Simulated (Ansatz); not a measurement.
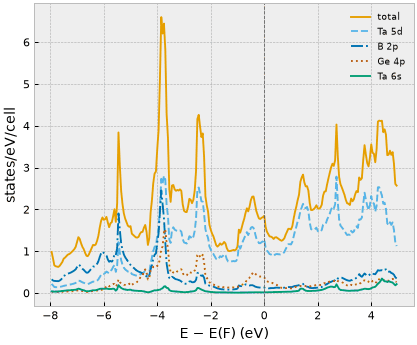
Total and projected density of states of Ta$_{2}$GeB$_{2}$ in space group P-6m2 (No. 187; Ta on 2h, Ge on 1a, B on 1b, B on 1f), PBEsol (plane waves, PAW; program Ansatz)

Question: Which orbitals carry the states next to the Fermi level?

Answer: Within 0.5 eV of the Fermi level: Ta 5d 68 %, Ge 4p 20 %, B 2p 8 %. Projections are on Löwdin-orthogonalised atomic valence shells; empty p or d shells of many metals are not among them.

Question: Where is the tallest occupied peak in this window, and what makes it?

Answer: Near -3.8 eV, about 6.6 states/eV per cell; the largest projected share is Ta 5d.

The start of the workflow was typed in or built on a structure type; neither database checked (COD, Materials Project) lists it. Its standing as an ambient phase is unchecked. The cell was relaxed with PBEsol under the symmetry of its start; its stability against distortions is not shown here. The run is not spin-polarised. Spin–orbit coupling is left out wherever it is not named.

Potentials: the earlier of the program's two PAW sets. The files were generated under PBE; for other functionals the program regenerates the frozen cores, and for LDA and PBEsol the local potential too.
